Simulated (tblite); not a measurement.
C$_{6}$H$_{7}$NOSSi: frequency calculation

System: C$_{6}$H$_{7}$NOSSi.
Method: GFN2-xTB harmonic vibrations, gas phase (tblite 0.8.0).

It belongs to a series of runs on one base structure; here: H on C replaced by OSiH3.

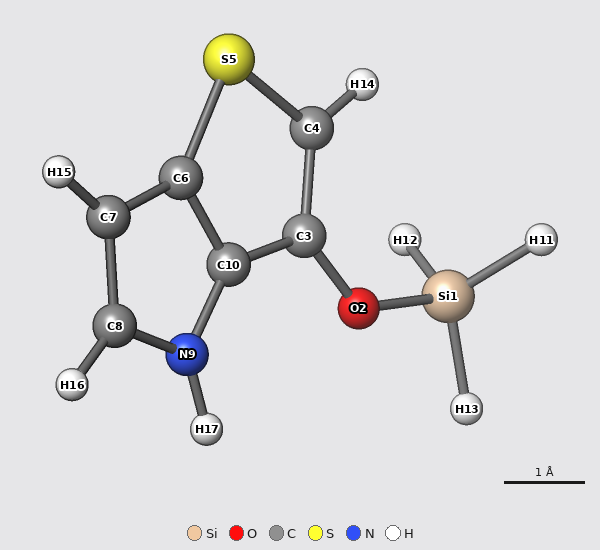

**Figure 1.** The structure (ball-and-stick view, seen at a tilt; atoms are numbered from 1 in the order of the input).

## Input file
```
{"job": {"kind": "ir", "xc": "GFN2-xTB", "basis": "xTB"}, "charge": 0, "multiplicity": 1}
Si    -3.262552     0.267455    -0.161839
O     -1.659197     0.543334    -0.101200
C     -0.610426    -0.280131     0.094796
C     -0.655085    -1.624995     0.301497
S      0.904233    -2.361532     0.518090
C      1.671045    -0.823059     0.330176
C      2.948473    -0.233608     0.322556
C      2.740924     1.103855     0.100303
N      1.405409     1.358151    -0.026913
C      0.732067     0.183734     0.111223
H     -3.741661    -0.288501     1.104260
H     -3.590879    -0.654929    -1.249624
H     -3.695723     1.634085    -0.402990
H     -1.531601    -2.239614     0.338871
H      3.889474    -0.724865     0.461467
H      3.460762     1.895231     0.024497
H      0.987738     2.257420    -0.195244
```

The first line tells a small driver script what to run in tblite; the rest is the geometry in Å.

Run on 1 CPU thread, shared host.

Launched with:
```bash
OMP_NUM_THREADS=1 python <driver script> task.json out
```

## What the program printed
```
mode    cm-1     km/mol
  1      49.8      0.33
  2     105.2      0.86
  3     119.7      0.75
  4     206.3      0.94
  5     226.4      1.36
  6     238.7      0.73
  7     286.5      0.18
  8     444.0      3.43
  9     469.7      7.13
 10     485.5     53.75
 11     524.7      5.33
 12     530.8      1.84
 13     583.7      9.70
 14     600.0     77.67
 15     627.3     43.87
 16     631.7     18.17
 17     688.8     31.40
 18     702.4      0.37
 19     750.8    230.07
 20     769.7      4.19
 21     801.2    251.29
 22     807.8     10.60
 23     820.2     95.14
 24     835.0    356.18
 25     860.4     45.36
 26     882.4     38.56
 27     988.3     70.28
 28    1070.8     12.83
 29    1115.0      7.80
 30    1148.7    163.47
 31    1173.8     20.00
 32    1238.8    125.63
 33    1334.0    135.11
 34    1408.5     11.61
 35    1417.8     17.11
 36    1499.3     14.21
 37    1536.7      0.07
 38    1565.1    152.17
 39    2243.3    393.55
 40    2269.3    158.74
 41    2348.7    256.36
 42    3158.1     15.43
 43    3169.6      8.86
 44    3185.8     14.95
 45    3486.7     19.87
```

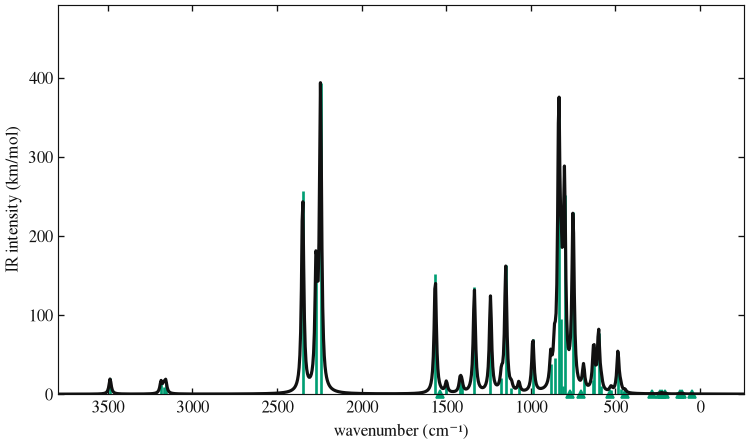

**Figure 2.** Harmonic infrared spectrum, unscaled: sticks (degenerate modes added up, dark ones marked on the axis) with a Lorentzian envelope of 16 cm⁻¹ full width, scaled to the tallest stick. 45 modes from 50 to 3487 cm⁻¹, none imaginary. The strongest line is at 2243 cm⁻¹ (394 km/mol).

## Summary

```json
{"quantity": "outcome", "value": "converged"}
{"quantity": "total energy", "value": "−773.7195 eV"}
{"quantity": "zero-point energy", "value": "70.6310 kcal/mol"}
{"quantity": "wall time", "value": "0.69 s"}
{"quantity": "peak memory", "value": "0.18 GiB"}
```
